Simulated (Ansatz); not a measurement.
The compound is BaReO3 (cubic perovskite) (Pm-3m).

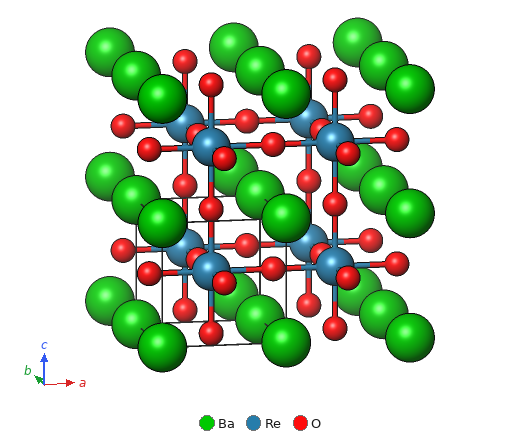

The structure (barium green, rhenium blue, oxygen red). 2×2×2 cells are drawn. Some periodic images of atoms are drawn too.

The structure was built from a prototype and need not be the compound's stable phase.

```
Ba Re O
1.0
     0.00000   -3.96026    0.00000
     0.00000    0.00000    3.96026
    -3.96026    0.00000    0.00000
Ba Re O
1 1 3
Direct
  0.00000 0.00000 0.00000
  0.50000 0.50000 0.50000
  0.50000 0.50000 0.00000
  0.50000 0.00000 0.50000
  0.00000 0.50000 0.50000
```

The structure was relaxed with LDA. The structure type comes from a generator and need not be one that this composition takes. The structure was generated from a model, not taken from a measurement. The runs that relaxed it are not among those shown. The program's search for lower electronic states was switched off, so nothing shows that the state found is the lowest. Spin-orbit coupling is left out unless a run names it. PAW set soft_2, made with PBE.

A constrained-RPA run (Ansatz 0.2.0; non-magnetic LDA; Re t2g, bands v2 to c1, 4×4×4 mesh, medium accuracy) builds 3 functions on bands 4.3 eV wide, with 3.0 electrons in the window. The bare on-site interaction is 10.9 eV and the bare J 0.37 eV.

Estimate U, U′ and J.

On the Re t2g shell, U = 2.73 eV (25 % of the bare value), U′ = 2.17 eV, J = 0.26 eV.

The parent state is non-magnetic and the interaction static (zero frequency); U depends on the window and the orbitals, so it belongs to this model alone. Spin-orbit coupling, which is strong for atoms this heavy, is left out.

[Paths, hosts, dates, memory and timing lines, banners, echoed tables and standing remarks are left out of the program output.]

[Logs are printed without paths, hosts, clocks, repeated set-up lines and the standing remarks that a program may print on its own settings, such as how far it seeks lower states.]

[Runs of the session that timed out or met a known fault of the program may be left out.]

[Hosts, paths, dates, database ids (printed as entryN), source tags and the programs' standing remarks are cut or masked in the printed files.]
